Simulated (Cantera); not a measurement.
Input: 1 mol Fe3O4, 0.67 mol CO, 5.9 mol H2, at 1550 K.

Method: chemical equilibrium by Gibbs-energy minimisation in Cantera with the NASA 1993 tables (ideal gas, pure condensed phases). Candidate condensed phases: C, C6H6, C7H8, C8H18, Fe, Fe(CO)5, FeO, Fe(OH)2, Fe(OH)3, Fe2O3, Fe3O4, H2O; 114 gas species. Mutual solubility and eutectic melting of coexisting phases are not modelled. The tables' stoichiometric FeO is somewhat more stable than real wüstite, so its field is too wide. FeO: taken at fixed stoichiometry. Kinetics and transport are ignored.

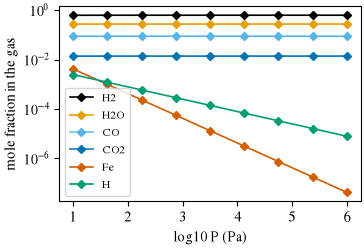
Equilibrium gas composition (values under 1e-9 drawn at 1e-9)

From 0.000100 bar to 10.0 bar the condensed part is Fe(γ) + FeO(s). The main Fe-bearing gas is Fe at 0.000100 bar and Fe(OH)2 at 10.0 bar.
